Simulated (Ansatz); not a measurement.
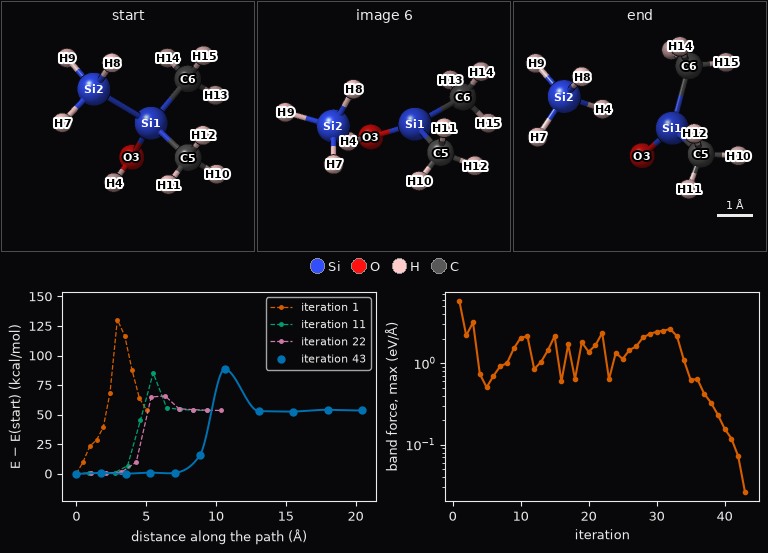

A search for the minimum-energy path of C₂H₁₀OSi₂ by the nudged elastic band. Images are numbered from 0 (start) to 10 (end). The plot follows the band through its iterations. A ball-and-stick model, seen at a tilt.

These are results of Ansatz, RKS PBE/STO-3G, not measurements. Run with 9 movable images; climbing image; force threshold 0.03 eV/Å; iteration limit 53; starting path through a guess of the saddle point.

### Did the band converge, and can the barrier be trusted?

The run is converged, with reservations. The band converged in 43 iterations. The largest component of the band force went from 5.7 to 0.026 eV/Å. The climbing image converged on the top of the path. Its vibrational analysis gives one imaginary mode (1445i cm⁻¹), as a transition state must have. The first iteration put the highest image at 130.4 kcal/mol. Forward barrier 88.4 kcal/mol, backward barrier 34.9 kcal/mol, with image 6 at the top; the reaction energy is +53.5 kcal/mol.

Limits of the set-up: STO-3G is a minimal basis, so the numbers are rough.

The run took 22 min on 1 thread of Intel(R) Xeon(R) Platinum 8488C (Sapphire Rapids), on a shared host, peak memory 0.12 GiB.
